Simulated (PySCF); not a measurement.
System: C$_{4}$H$_{12}$Al$_{2}$Br$_{2}$ ((Me2Al-mu-Br)2).

```yaml
atoms:
  - { symbol: Al, position_ang: [1.5679, 0.4507, 0.5495] }
  - { symbol: C, position_ang: [2.4015, 1.9349, -0.3943] }
  - { symbol: C, position_ang: [2.2920, -0.5995, 2.0208] }
  - { symbol: Br, position_ang: [-0.7370, 1.1488, 1.1690] }
  - { symbol: Al, position_ang: [-1.5838, -0.4475, -0.5382] }
  - { symbol: C, position_ang: [-2.3070, 0.6030, -2.0091] }
  - { symbol: C, position_ang: [-2.4144, -1.9351, 0.4032] }
  - { symbol: Br, position_ang: [0.7208, -1.1466, -1.1564] }
  - { symbol: H, position_ang: [2.6939, 2.7349, 0.3062] }
  - { symbol: H, position_ang: [3.3159, 1.6056, -0.9159] }
  - { symbol: H, position_ang: [1.7291, 2.3765, -1.1463] }
  - { symbol: H, position_ang: [2.5431, 0.0438, 2.8807] }
  - { symbol: H, position_ang: [3.2187, -1.1140, 1.7150] }
  - { symbol: H, position_ang: [1.5836, -1.3667, 2.3702] }
  - { symbol: H, position_ang: [-1.5976, 1.3704, -2.3563] }
  - { symbol: H, position_ang: [-2.5557, -0.0393, -2.8706] }
  - { symbol: H, position_ang: [-3.2344, 1.1171, -1.7051] }
  - { symbol: H, position_ang: [-2.6173, -2.7731, -0.2847] }
  - { symbol: H, position_ang: [-3.3788, -1.6326, 0.8446] }
  - { symbol: H, position_ang: [-1.7782, -2.3173, 1.2169] }
```

Geometry: PBE0-D3(BJ)/def2-SVP.

These are results of PySCF, B3LYP/def2-SVPD, SCF density, gas phase, not measurements.

What will maps of the electron density and electron localisation function show?

C–Al (1.95 Å): ρ at the midpoint is about 0.74 e/Å³; the ELF peaks at about 0.95 between the atoms; a shared but strongly polarised pair.
C–H (1.10 Å): ρ is about 1.8 e/Å³ halfway; the ELF climbs to about 1 towards the hydrogen, as it does in any bond to H; an ordinary covalent bond to hydrogen.

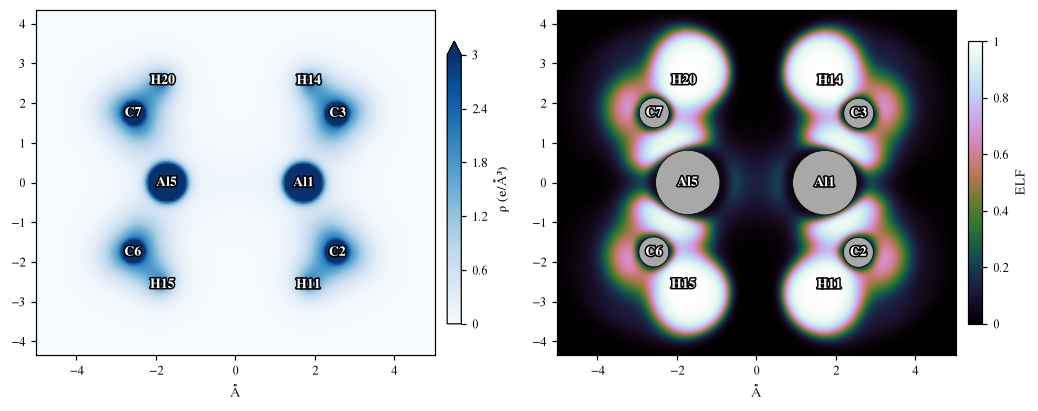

Computed electron density and electron localisation function on the plane of atoms C2, Al1 and C3, in this order. Grey discs cover the atomic cores in the ELF map. 
